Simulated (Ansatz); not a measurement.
# MoH+ (quintet): the correlation ladder at distance Mo1–H2 = 1.324 Å, def2-TZVP

Aim: climb from Hartree-Fock through coupled cluster and multireference methods for MoH+ (quintet) at one geometry and basis, and see what each rung misses.

Method: def2-TZVP, core rule «outside noble gas», up to 4 orbitals frozen; program: Ansatz 0.2.0, Gaussian basis.

Plan: UHF; CCSD(T) on ROHF; CCSD(T) on UHF; CISD; CCSDT(Q) on ROHF; CCSDT(Q) on UHF; CASSCF and MRCISD+Q, 6 electrons in 6 orbitals; CASSCF and NEVPT2, 6 electrons in 6 orbitals; Full CI.

29 further runs of the same task are left out: 18 for a known fault of the program, 11 that didn't finish.

## (1) The system

The geometry derives from a PBE0/def2-TZVP stationary point (not a proven minimum). One bond is set to the value named and the two fragments are kept rigid. No spin-orbit coupling is included. Elements past krypton take def2 core potentials.

2 atoms, charge 1, spin multiplicity 5.

Atoms are counted from 1 here; the program's logs count them from 0.

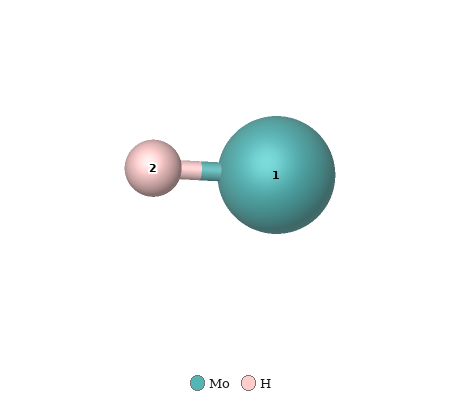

The structure; molybdenum teal, hydrogen pink; atoms are numbered from 1 in the order of the file.

Coordinates:

```xyz
2

Mo    0.00000    0.00000    0.00000
H     0.00000    0.00000    1.32400
```

In the tables R marks a restricted open-shell determinant and U an unrestricted one; 'pair' is the active space of 6 electrons in 6 orbitals; energies count from the table's Hartree-Fock row.

## (2) UHF

Input file in.yaml:

```yaml
crystal:
  periodic: [false, false, false]
  atoms:
    - {symbol: Mo, position_ang: [0.000000, 0.000000, 0.000000]}
    - {symbol: H, position_ang: [0.000000, 0.000000, 1.324000]}
basis:
  gaussian: {orbitals: def2-TZVP}
total_charge: 1
magnetization: {spin_polarized: true, initial_magnetization: 4}
hamiltonian: {xc: hf}
output: {orbitals: {seedname: orbitals}}
```

Command:

```bash
> ansatz run in.yaml --threads 1 --pin off --events-out ev --progress --plain --max-ram 2393MiB
```

Log:

```text
Functional definition: HF
  name "HF"
  cite "Fock, Z. Phys. 61, 126 (1930) doi:10.1007/BF01340294"
  parent pbe
  exchange = exact_x
  correlation = 0
504 factors; their error is unknown
mean field evaluation 1: about -1842.3967 eV, gradient 1.8e1 eV
mean field evaluation 2: about -1843.3832 eV, gradient 5.4e0 eV
mean field evaluation 4: about -1843.5164 eV, gradient 4.9e-1 eV
mean field evaluation 8: about -1843.5230 eV, gradient 1.4e-1 eV
mean field evaluation 16: about -1843.8519 eV, gradient 2.3e-4 eV
mean field evaluation 32: about -1844.8749 eV, gradient 1.3e-5 eV
mean field evaluation 64: about -1843.8520 eV, gradient 9.5e-2 eV
mean field evaluation 96: about -1843.8518 eV, gradient 8.7e-2 eV
mean field -1844.87488480 eV, -67.7979015151 hartree, gradient 1.2e-5 eV, S^2 6.036657; 1 other end points of the search recorded, 0 dependent functions left out
reference -1844.87488480 eV, -67.7979015151 hartree; 9, 5 occupied and 37, 41 virtual orbitals, 504 factors
Total energy: -1844.87488480 eV, -67.7979015151 hartree
```

Run time: 0.57 s. Hardware: 1 thread of Arm Neoverse V1, shared host.

From the report: ⟨S²⟩ of the determinant 6.037 (pure quintet: 6.00).

## (3) CCSD(T) on ROHF

in.yaml: that of step 2 with these lines changed.

```diff
@@ -8,4 +8,3 @@
 total_charge: 1
-magnetization: {spin_polarized: true, initial_magnetization: 4}
-hamiltonian: {xc: hf}
-output: {orbitals: {seedname: orbitals}}
+magnetization: {spin_polarized: false, initial_magnetization: 4}
+correlation: {method: ccsd_t, electrons: outside_noble_gas}
```

Launched as before.

Log, cut to the lines that bear on the results:

```text
Functional definition: HF
  name "HF"
  cite "Fock, Z. Phys. 61, 126 (1930) doi:10.1007/BF01340294"
  parent pbe
[...]
407 factors; integrals over basis functions are off by at most 1.2e-3 eV
[...]
mean field -1844.70545084 eV, -67.7916749321 hartree, gradient 2.7e-6 eV, S^2 6.000000; 13 other end points of the search recorded, 0 dependent functions left out
[...]
determinant -1844.70545084 eV, -67.7916749321 hartree, with singles and doubles -1847.37229092 eV, -67.8896794973 hartree
determinant -1843.67451275 eV, -67.7537886562 hartree, with singles and doubles -1846.24498449 eV, -67.8482517504 hartree
determinant -1843.52800494 eV, -67.7484045933 hartree, with singles and doubles -1846.03681889 eV, -67.8406018053 hartree
4 core orbitals not correlated: weight in the atoms' cores, before any rotation towards them, 0.996 or more for the frozen orbitals, at most 0.003 for the correlated occupied ones
reference -1844.70545084 eV, -67.7916749321 hartree; 5, 1 occupied and 37, 41 virtual orbitals, 407 factors
second order -2.26821743 eV of doubles, -0.02058688 eV of singles
cycle   1  -2.64920363 eV  change   -8.6e-2 eV  update   1.4e-2
[...]
cycle  10  -2.65705905 eV  change    3.2e-7 eV  update   4.3e-6
perturbative correction -0.04440567 eV, -0.0016318781 hartree
Total energy: -1847.40691555 eV, -67.8909519292 hartree
```

It took 2.2 s on 1 thread of Arm Neoverse V1, shared host.

From the report: correlation -2.7015 eV; T1 0.030; largest double amplitude 0.05.

## (4) CCSD(T) on UHF

in.yaml: that of step 3 with these lines changed.

```diff
@@ -8,3 +8,3 @@
 total_charge: 1
-magnetization: {spin_polarized: false, initial_magnetization: 4}
+magnetization: {spin_polarized: true, initial_magnetization: 4}
 correlation: {method: ccsd_t, electrons: outside_noble_gas}
```

Same command.

Log, cut to the lines that bear on the results:

```text
Functional definition: HF
  name "HF"
  cite "Fock, Z. Phys. 61, 126 (1930) doi:10.1007/BF01340294"
  parent pbe
[...]
407 factors; integrals over basis functions are off by at most 1.2e-3 eV
[...]
mean field -1844.87506920 eV, -67.7979082920 hartree, gradient 2.0e-6 eV, S^2 6.036657; 13 other end points of the search recorded, 0 dependent functions left out
determinant -1844.87506920 eV, -67.7979082920 hartree, with singles and doubles -1847.44166797 eV, -67.8922290570 hartree
determinant -1843.85207199 eV, -67.7603138379 hartree, with singles and doubles -1846.35137874 eV, -67.8521616667 hartree
determinant -1843.67492885 eV, -67.7538039474 hartree, with singles and doubles -1846.11689535 eV, -67.8435445611 hartree
4 core orbitals not correlated: weight in the atoms' cores, before any rotation towards them, 0.995 or more for the frozen orbitals, at most 0.003 for the correlated occupied ones
reference -1844.87506920 eV, -67.7979082920 hartree; 5, 1 occupied and 37, 41 virtual orbitals, 407 factors
second order -2.21492171 eV of doubles, -0.00000000 eV of singles
cycle   1  -2.55266253 eV  change   -8.1e-2 eV  update   1.6e-2
[...]
cycle  11  -2.56684406 eV  change    8.6e-7 eV  update   3.0e-6
perturbative correction -0.04367687 eV, -0.0016050953 hartree
Total energy: -1847.48559013 eV, -67.8938431667 hartree
```

Run time: 1.9 s. Hardware: 1 thread of Arm Neoverse V1, shared host.

From the report: ⟨S²⟩ of the determinant 6.037 (pure quintet: 6.00); correlation -2.6105 eV; T1 0.022; largest double amplitude 0.05.

## (5) CISD

Input file in.yaml:

```yaml
crystal:
  periodic: [false, false, false]
  atoms:
    - {symbol: Mo, position_ang: [0.000000, 0.000000, 0.000000]}
    - {symbol: H, position_ang: [0.000000, 0.000000, 1.324000]}
basis:
  gaussian: {orbitals: def2-TZVP}
total_charge: 1
magnetization: {spin_polarized: false, initial_magnetization: 4}
correlation: {active_space: {ras: {orbitals: [1, 4, 37], electrons: 6, max_holes: 2, max_particles: 2}, fixed_orbitals: true}}
```

Launched as before.

Log:

```text
Functional definition: HF
  name "HF"
  cite "Fock, Z. Phys. 61, 126 (1930) doi:10.1007/BF01340294"
  parent pbe
  exchange = exact_x
  correlation = 0
407 factors; integrals over basis functions are off by at most 1.2e-3 eV
mean field evaluation 1: about -1842.6906 eV, gradient 2.0e1 eV
mean field evaluation 2: about -1842.6952 eV, gradient 2.0e1 eV
mean field evaluation 4: about -1843.6571 eV, gradient 1.7e0 eV
mean field evaluation 8: about -1843.6742 eV, gradient 1.5e-1 eV
mean field evaluation 16: about -1843.7500 eV, gradient 1.1e0 eV
mean field evaluation 32: about -1843.6743 eV, gradient 9.2e-2 eV
mean field evaluation 64: about -1844.0489 eV, gradient 6.2e0 eV
mean field evaluation 96: about -1843.4807 eV, gradient 8.1e0 eV
mean field -1844.70545084 eV, -67.7916749321 hartree, gradient 2.7e-6 eV, S^2 6.000000; 13 other end points of the search recorded, 0 dependent functions left out
reference -1844.70545084 eV, -67.7916749321 hartree; 9, 5 occupied and 37, 41 virtual orbitals, 407 factors
state -1847.31085832 eV, -67.8874218908 hartree
Total energy: -1847.31085832 eV, -67.8874218908 hartree
```

It took 1.9 s on 1 thread of Arm Neoverse V1, shared host.

From the report: 10,324 determinants.

## (6) CCSDT(Q) on ROHF

in.yaml: that of step 5 with these lines changed.

```diff
@@ -9,2 +9,2 @@
 magnetization: {spin_polarized: false, initial_magnetization: 4}
-correlation: {active_space: {ras: {orbitals: [1, 4, 37], electrons: 6, max_holes: 2, max_particles: 2}, fixed_orbitals: true}}
+correlation: {method: ccsdt_q, electrons: outside_noble_gas}
```

Same command.

Log, cut to the lines that bear on the results:

```text
Functional definition: HF
  name "HF"
  cite "Fock, Z. Phys. 61, 126 (1930) doi:10.1007/BF01340294"
  parent pbe
[...]
680 factors; integrals over basis functions are off by at most 2.3e-7 eV
[...]
mean field -1844.70545650 eV, -67.7916751401 hartree, gradient 2.7e-6 eV, S^2 6.000000; 13 other end points of the search recorded, 0 dependent functions left out
[...]
determinant -1844.70545650 eV, -67.7916751401 hartree, with singles and doubles -1847.37230130 eV, -67.8896798788 hartree
determinant -1843.67451992 eV, -67.7537889194 hartree, with singles and doubles -1846.24499460 eV, -67.8482521217 hartree
determinant -1843.52801182 eV, -67.7484048462 hartree, with singles and doubles -1846.03682832 eV, -67.8406021520 hartree
4 core orbitals not correlated: weight in the atoms' cores, before any rotation towards them, 0.996 or more for the frozen orbitals, at most 0.003 for the correlated occupied ones
reference -1844.70545650 eV, -67.7916751401 hartree; 5, 1 occupied and 37, 41 virtual orbitals, 680 factors
second order -2.26822447 eV of doubles, -0.02058670 eV of singles
cycle   1  -2.54108007 eV  change   -2.5e-1 eV  update   4.7e-2
[...]
cycle  17  -2.71049561 eV  change   -4.5e-7 eV  update   5.8e-7
perturbative correction -0.00151790 eV, -0.0000557817 hartree
Total energy: -1847.41747001 eV, -67.8913397983 hartree
```

Run time: 11 s. Hardware: 1 thread of Arm Neoverse V1, shared host.

From the report: correlation -2.7120 eV; T1 0.028; largest double amplitude 0.05.

## (7) CCSDT(Q) on UHF

in.yaml: that of step 6 with these lines changed.

```diff
@@ -8,3 +8,3 @@
 total_charge: 1
-magnetization: {spin_polarized: false, initial_magnetization: 4}
+magnetization: {spin_polarized: true, initial_magnetization: 4}
 correlation: {method: ccsdt_q, electrons: outside_noble_gas}
```

Same command.

Log, cut to the lines that bear on the results:

```text
Functional definition: HF
  name "HF"
  cite "Fock, Z. Phys. 61, 126 (1930) doi:10.1007/BF01340294"
  parent pbe
[...]
680 factors; integrals over basis functions are off by at most 2.3e-7 eV
[...]
mean field -1844.87507446 eV, -67.7979084852 hartree, gradient 2.1e-6 eV, S^2 6.036656; 13 other end points of the search recorded, 0 dependent functions left out
determinant -1844.87507446 eV, -67.7979084852 hartree, with singles and doubles -1847.44167733 eV, -67.8922294009 hartree
determinant -1843.85207871 eV, -67.7603140847 hartree, with singles and doubles -1846.35138871 eV, -67.8521620332 hartree
determinant -1843.67493528 eV, -67.7538041837 hartree, with singles and doubles -1846.11690507 eV, -67.8435449182 hartree
4 core orbitals not correlated: weight in the atoms' cores, before any rotation towards them, 0.995 or more for the frozen orbitals, at most 0.003 for the correlated occupied ones
reference -1844.87507446 eV, -67.7979084852 hartree; 5, 1 occupied and 37, 41 virtual orbitals, 680 factors
second order -2.21492838 eV of doubles, -0.00000000 eV of singles
cycle   1  -2.45588888 eV  change   -2.4e-1 eV  update   4.3e-2
[...]
cycle  17  -2.61976625 eV  change   -1.6e-7 eV  update   7.0e-7
perturbative correction -0.00147823 eV, -0.0000543241 hartree
Total energy: -1847.49631895 eV, -67.8942374433 hartree
```

Wall time 11 s (1 thread of Arm Neoverse V1, shared host).

From the report: ⟨S²⟩ of the determinant 6.037 (pure quintet: 6.00); correlation -2.6212 eV; T1 0.022; largest double amplitude 0.05.

## (8) CASSCF and MRCISD+Q, 6 electrons in 6 orbitals

Input file in.yaml:

```yaml
crystal:
  periodic: [false, false, false]
  atoms:
    - {symbol: Mo, position_ang: [0.000000, 0.000000, 0.000000]}
    - {symbol: H, position_ang: [0.000000, 0.000000, 1.324000]}
basis:
  gaussian: {orbitals: def2-TZVP}
total_charge: 1
magnetization: {spin_polarized: false, initial_magnetization: 4}
correlation: {method: fic_mrcisd_q, electrons: outside_noble_gas, active_space: {window: {electrons: 6, orbitals: 6}}}
```

The command is unchanged.

Log, cut to the lines that bear on the results:

```text
Functional definition: HF
  name "HF"
  cite "Fock, Z. Phys. 61, 126 (1930) doi:10.1007/BF01340294"
  parent pbe
[...]
407 factors; integrals over basis functions are off by at most 1.2e-3 eV
[...]
mean field -1844.70545084 eV, -67.7916749321 hartree, gradient 2.7e-6 eV, S^2 6.000000; 13 other end points of the search recorded, 0 dependent functions left out
reference -1844.70545084 eV, -67.7916749321 hartree; 9, 5 occupied and 37, 41 virtual orbitals, 407 factors
state -1845.31642797 eV, -67.8141279274 hartree
contracted CI cycle   1: correlation 0.00000000 eV, 0.0000000000 hartree, residual 1.30e1 eV
contracted CI cycle   2: correlation -1.97582269 eV, -0.0726101444 hartree, residual 1.96e0 eV
contracted CI cycle   3: correlation -2.02572692 eV, -0.0744440912 hartree, residual 4.98e-1 eV
contracted CI cycle   4: correlation -2.03087423 eV, -0.0746332515 hartree, residual 1.72e-1 eV
contracted CI cycle   5: correlation -2.03133162 eV, -0.0746500602 hartree, residual 4.91e-2 eV
contracted CI cycle   6: correlation -2.03137417 eV, -0.0746516237 hartree, residual 1.37e-2 eV
contracted CI cycle   7: correlation -2.03137714 eV, -0.0746517329 hartree, residual 3.70e-3 eV
contracted CI cycle   8: correlation -2.03137741 eV, -0.0746517430 hartree, residual 1.26e-3 eV
contracted CI cycle   9: correlation -2.03137745 eV, -0.0746517443 hartree, residual 5.13e-4 eV
state -1845.31642797 eV, -67.8141279274 hartree; corrected -1847.41015873 eV, -67.8910711138 hartree
Total energy: -1847.41015873 eV, -67.8910711138 hartree
```

Run time: 1.6 s. Hardware: 1 thread of Arm Neoverse V1, shared host.

From the report: 12 determinants; active occupations 1.96, 1.00, 1.00, 1.00, 1.00, 0.04.

## (9) CASSCF and NEVPT2, 6 electrons in 6 orbitals

in.yaml: that of step 8 with these lines changed.

```diff
@@ -9,2 +9,2 @@
 magnetization: {spin_polarized: false, initial_magnetization: 4}
-correlation: {method: fic_mrcisd_q, electrons: outside_noble_gas, active_space: {window: {electrons: 6, orbitals: 6}}}
+correlation: {method: sc_nevpt2, electrons: outside_noble_gas, active_space: {window: {electrons: 6, orbitals: 6}}}
```

Same command.

Log, cut to the lines that bear on the results:

```text
Functional definition: HF
  name "HF"
  cite "Fock, Z. Phys. 61, 126 (1930) doi:10.1007/BF01340294"
  parent pbe
[...]
407 factors; integrals over basis functions are off by at most 1.2e-3 eV
[...]
mean field -1844.70545084 eV, -67.7916749321 hartree, gradient 2.7e-6 eV, S^2 6.000000; 13 other end points of the search recorded, 0 dependent functions left out
reference -1844.70545084 eV, -67.7916749321 hartree; 9, 5 occupied and 37, 41 virtual orbitals, 407 factors
state -1845.31642797 eV, -67.8141279274 hartree
state -1845.31642797 eV, -67.8141279274 hartree; corrected -1846.91637039 eV, -67.8729247268 hartree
Total energy: -1846.91637039 eV, -67.8729247268 hartree
```

Run time: 1.2 s. Hardware: 1 thread of Arm Neoverse V1, shared host.

From the report: 12 determinants; active occupations 1.96, 1.00, 1.00, 1.00, 1.00, 0.04.

## (10) Full CI

in.yaml: that of step 9 with these lines changed.

```diff
@@ -9,2 +9,2 @@
 magnetization: {spin_polarized: false, initial_magnetization: 4}
-correlation: {method: sc_nevpt2, electrons: outside_noble_gas, active_space: {window: {electrons: 6, orbitals: 6}}}
+correlation: {method: fci, electrons: outside_noble_gas}
```

Launched as before.

Log, cut to the lines that bear on the results:

```text
Functional definition: HF
  name "HF"
  cite "Fock, Z. Phys. 61, 126 (1930) doi:10.1007/BF01340294"
  parent pbe
[...]
680 factors; integrals over basis functions are off by at most 2.3e-7 eV
[...]
mean field -1844.70545650 eV, -67.7916751401 hartree, gradient 2.7e-6 eV, S^2 6.000000; 13 other end points of the search recorded, 0 dependent functions left out
[...]
determinant -1844.70545650 eV, -67.7916751401 hartree, with singles and doubles -1847.37207382 eV, -67.8896715192 hartree
determinant -1843.67451992 eV, -67.7537889194 hartree, with singles and doubles -1846.24408920 eV, -67.8482188487 hartree
determinant -1843.52801182 eV, -67.7484048462 hartree, with singles and doubles -1846.03402641 eV, -67.8404991836 hartree
4 core orbitals not correlated: weight in the atoms' cores, before any rotation towards them, 0.996 or more for the frozen orbitals, at most 0.002 for the correlated occupied ones
reference -1844.70545650 eV, -67.7916751401 hartree; 5, 1 occupied and 37, 41 virtual orbitals, 680 factors
state -1847.41753049 eV, -67.8913420208 hartree
Total energy: -1847.41753049 eV, -67.8913420208 hartree
```

Wall time 8.2 min (1 thread of Arm Neoverse V1, shared host); peak memory 1.2 GiB.

From the report: 8,919,548 determinants, symmetry A1.

## (11) How many determinants matter

Natural occupations of the FCI state about the gap (report; correlated orbitals 1 to 10): 1.939, 0.991, 0.991, 0.990, 0.990, 0.043, 0.007, 0.007, 0.007, 0.003. The count of effectively unpaired electrons, Σ n²(2 − n)², is 4.02; a single determinant of this spin has 4.

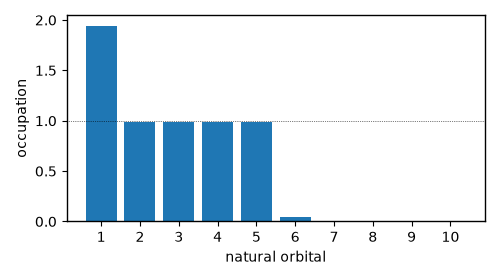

Natural occupations of the FCI state.

## (12) Misses and costs

The yardstick is full CI for this spin, exact in this basis with these frozen cores. Rows without a time come out of other runs: HF, MP2 and CCSD of CCSD(T), CCSDT of CCSDT(Q), CASSCF and MRCISD of the multireference runs.

Differences are taken before rounding.

| method | energy from the lowest RHF (kJ/mol) | from FCI (kJ/mol) | time |
| --- | --- | --- | --- |
| RHF | 0.0 | +261.7 |  |
| UHF | -16.4 | +245.3 |  |
| RMP2 | -220.8 | +40.8 |  |
| UMP2 | -230.1 | +31.6 |  |
| RCCSD | -256.4 | +5.3 |  |
| UCCSD | -264.0 | -2.4 |  |
| RCCSD(T) | -260.7 | +1.0 | 2.2 s |
| UCCSD(T) | -268.2 | -6.6 | 1.9 s |
| RCCSDT | -261.5 | +0.2 |  |
| UCCSDT | -269.1 | -7.5 |  |
| RCCSDT(Q) | -261.7 | 0.0 | 11 s |
| UCCSDT(Q) | -269.3 | -7.6 | 11 s |
| CASSCF pair | -59.0 | +202.7 |  |
| NEVPT2 pair | -213.3 | +48.4 | 1.2 s |
| MRCISD pair | -254.9 | +6.7 |  |
| MRCISD+Q pair | -261.0 | +0.7 | 1.6 s |
| FCI | -261.7 | 0 | 8.2 min |

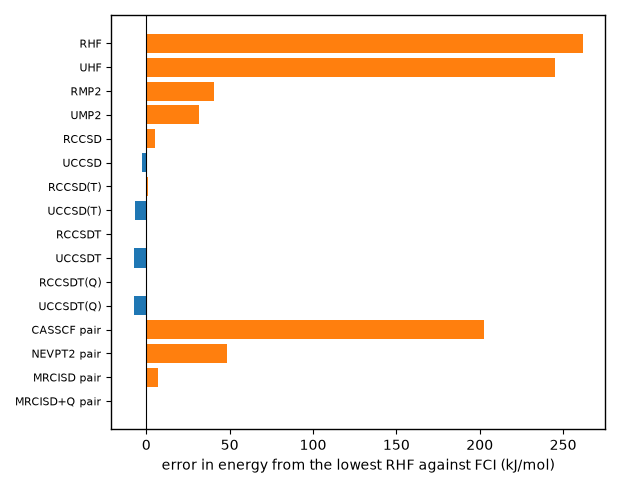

Deviations from FCI, method by method.

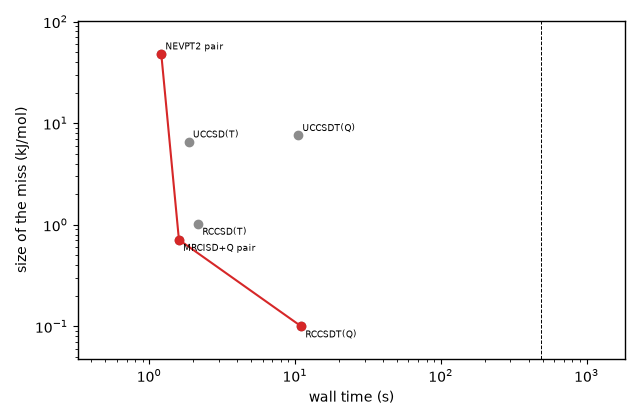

Miss against cost. Red marks the levels that no quicker level drawn beats (of those quicker than the yardstick), and the dashed line is the time of FCI. Misses under 0.1 kJ/mol are drawn at that value. Times are from a shared host.

Not comparable, so not listed: CISD (they don't share determinant, frozen orbitals or solution with the rows shown, or repeat one).

## (13) Results

```
                         quantity                                              value
         FCI below the RHF energy                                         -2.7121 eV
                    RMP2 from FCI                                       +40.8 kJ/mol
                    UMP2 from FCI                                       +31.6 kJ/mol
                   RCCSD from FCI                                        +5.3 kJ/mol
                RCCSD(T) from FCI                                        +1.0 kJ/mol
                UCCSD(T) from FCI                                        -6.6 kJ/mol
               RCCSDT(Q) from FCI                                         0.0 kJ/mol
               UCCSDT(Q) from FCI                                        -7.6 kJ/mol
             NEVPT2 pair from FCI                                       +48.4 kJ/mol
           MRCISD+Q pair from FCI                                        +0.7 kJ/mol
levels within 1 kcal/mol (43 meV)  UCCSD, RCCSD(T), RCCSDT, RCCSDT(Q), MRCISD+Q pair
                    T1 diagnostic                                              0.030
   effectively unpaired electrons                                               4.02
```

**Reading.** RCCSD(T) misses by +1.0 kJ/mol, 0.4 % of the correlation energy. CCSD(T) misses by +1.0 kJ/mol on the restricted determinant and by -6.6 kJ/mol on the unrestricted one; the two need not hold the same state or core. UCCSD, UCCSD(T), UCCSDT, UCCSDT(Q) fall below full CI: unrestricted runs freeze a spin-polarised core, another one than full CI's, and coupled cluster isn't variational. One determinant dominates. Of the multireference levels listed MRCISD+Q pair comes nearest in total energy (+0.7 kJ/mol), which doesn't show that its space is the better one. These misses are within one basis, not against nature; the frozen cores of restricted and unrestricted runs differ, which can shift their rows.

For cost: RCCSDT(Q) gets within 0.0 kJ/mol in 11 s, where FCI took 8.2 min; the quickest level in the cost chart, NEVPT2 pair, takes 1.2 s and misses by 48.4 kJ/mol.
